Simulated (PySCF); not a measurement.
# C2H6AlCl, SMILES `C[Al](C)Cl`: electronic structure

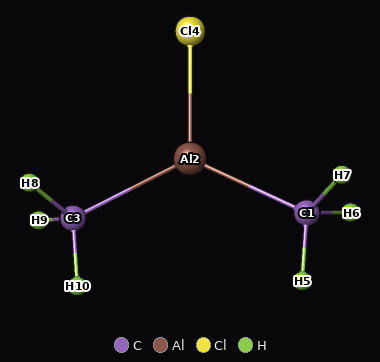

The molecule, with its atoms numbered as below. No frequency check shows the geometry to be a minimum.

Coordinates in Å:

```
C1      -1.2704    1.7737   -0.0002
Al2     -0.3604    0.0003   -0.0001
C3      -1.2649   -1.7764   -0.0005
Cl4      1.6785    0.0006    0.0004
H5      -2.3597    1.7042   -0.0019
H6      -0.9848    2.3692    0.8735
H7      -0.9722    2.3749   -0.8737
H8      -0.9770   -2.3710   -0.8740
H9      -0.9896   -2.3655    0.8732
H10     -2.3544   -1.7103    0.0007
```

Part 1: Bonding charge

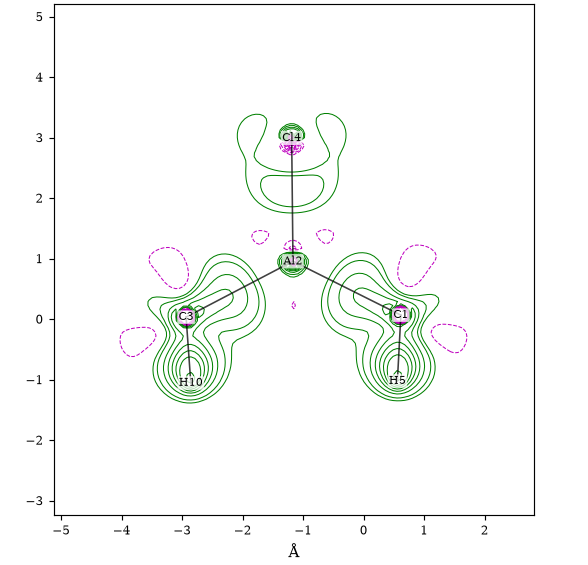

Deformation density (molecule less spherical, spin-averaged free atoms) in the plane of C1, Al2, C3, Cl4, H5 and H10; contours at ±0.05 to ±0.8 e/Å³; solid green lines: gain, dashed magenta lines: loss.

Method: B3LYP/def2-SVPD; geometry: GFN2-xTB; program: PySCF.

Q: Describe the bonding that the map shows.

A: C1–H5 and C3–H10: +0.62 e/Å³ at the bond critical point (bond length 1.09 Å). C1–Al2 and Al2–C3: +0.13 e/Å³ at the bond critical point (bond length 1.99 Å). Al2–Cl4: +0.04 e/Å³ at the bond critical point (bond length 2.04 Å). In all, 2.1 electrons gather in the regions of gain relative to the promolecule. A small or negative value marks a very polar bond, one between electron-rich atoms, whose free-atom densities already overlap strongly, a long bond to a heavier atom, or a closed-shell contact such as a hydrogen bond.

Q: Where do the Hirshfeld charges lie?

A: The highest Hirshfeld charge is on Al2 (+0.54 e), the lowest on C1 and C3 (−0.26 e).

Part 2: Electrostatic potential

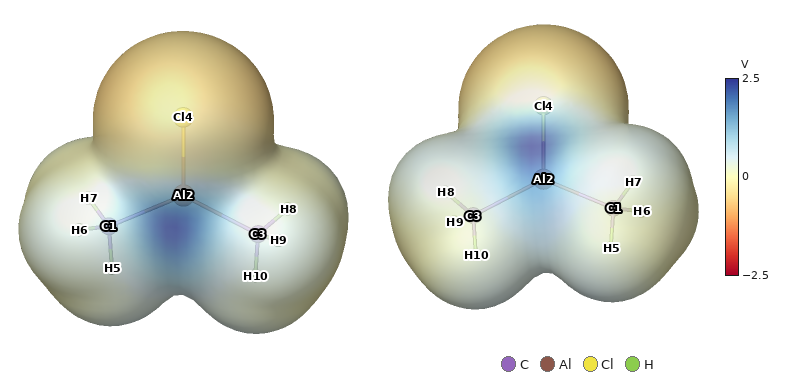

Electrostatic potential on the surface of electron density 0.001 a.u. (back view left, front view right).

Q: Where are the extremes of the potential on the surface?

A: Highest: 2.47 V, over Al2, off the plane of its three bonds (1.9 Å). Further maxima include 0.47 V, 1.4 Å from H5, and at like points elsewhere; −0.39 V, 2.0 Å from Cl4. Lowest: −0.61 V, 2.1 Å from Cl4, and at like points elsewhere. Further minima include −0.19 V, near H7 (1.88 Å), H6 (1.94 Å), H5 (1.94 Å) and C1 (2.04 Å), and at like points elsewhere. The surface is sampled at points, so like sites can differ by a few per cent and only the strongest of them is named.

Part 3: In an electric field

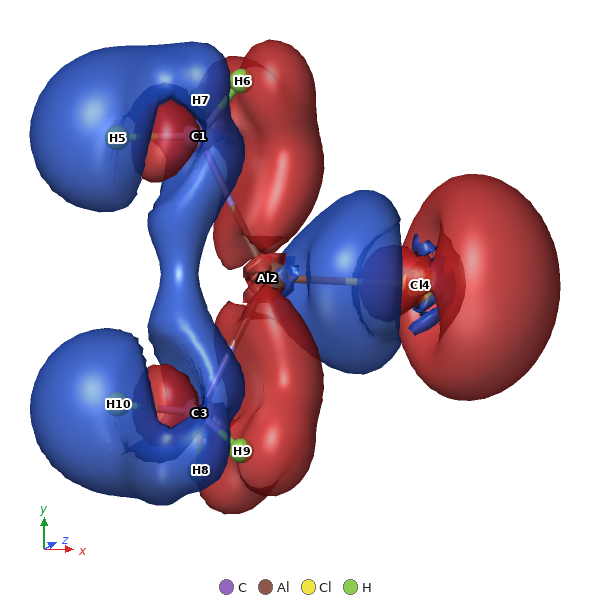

Change of the electron density in a uniform field of 0.21 V/Å, surfaces at ±0.001 e/Å³ (red: gain, blue: loss).

Computed with PySCF, B3LYP/def2-SVPD, geometry: GFN2-xTB.

The field was applied in both directions; the picture shows the one opposite to the script's first.

Q: Along which Cartesian direction does the field point?

A: Along −x: electrons gather on the +x side, against the field.

Q: How large is the response?

A: The induced dipole is 0.71 D (along the field); α along this axis, from the fields in both directions, is 70 bohr³ (10.3 Å³).

Part 4: Removing or adding an electron

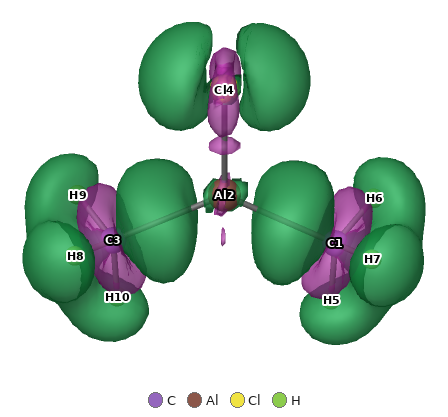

Fukui function f⁻ = ρ(N) − ρ(N−1) at fixed geometry, surfaces at ±0.015 e/Å³ (green positive, purple negative).

Q: Which atoms respond most to the removal of an electron?

A: f⁻ (Hirshfeld-condensed) is largest on Cl4 (0.21), C1 and C3 (0.14 each) and Al2 (0.14); the vertical ionisation energy is 9.81 eV (the stability of the cation's solution wasn't checked). Condensed values hint at sites of electrophilic attack but needn't mark the atom that reacts. Orbital relaxation makes it negative in places (0.18 e in all).

| atom | f⁻ | charge |
| --- | --- | --- |
| C1 | +0.14 | −0.26 |
| Al2 | +0.14 | +0.54 |
| C3 | +0.14 | −0.26 |
| Cl4 | +0.21 | −0.21 |
| H5 | +0.06 | +0.03 |
| H6 | +0.06 | +0.03 |
| H7 | +0.06 | +0.03 |
| H8 | +0.06 | +0.03 |
| H9 | +0.06 | +0.03 |
| H10 | +0.06 | +0.03 |
